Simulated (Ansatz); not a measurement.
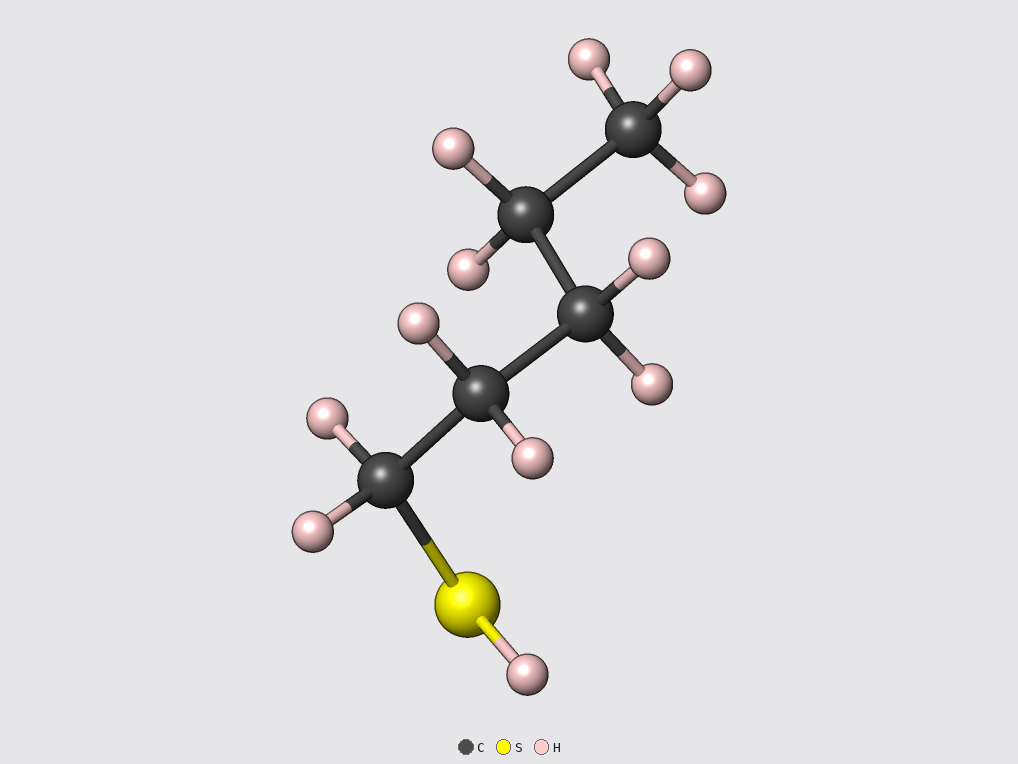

Source: calculation with Ansatz.

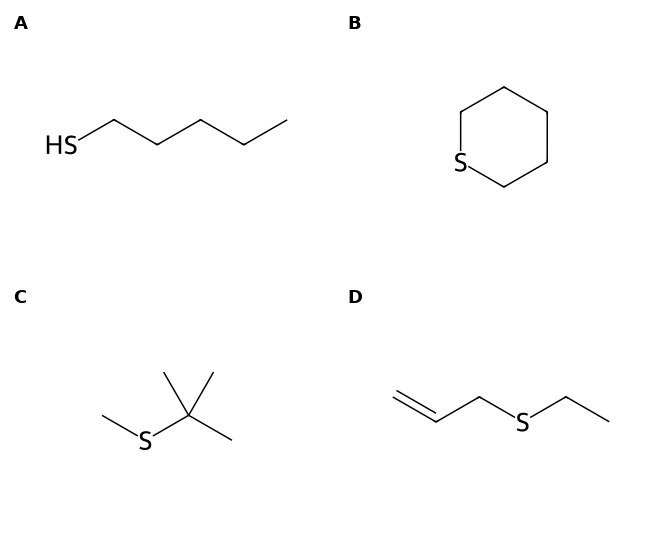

Which structural formula matches the 3D model?

A, `CCCCCS`.
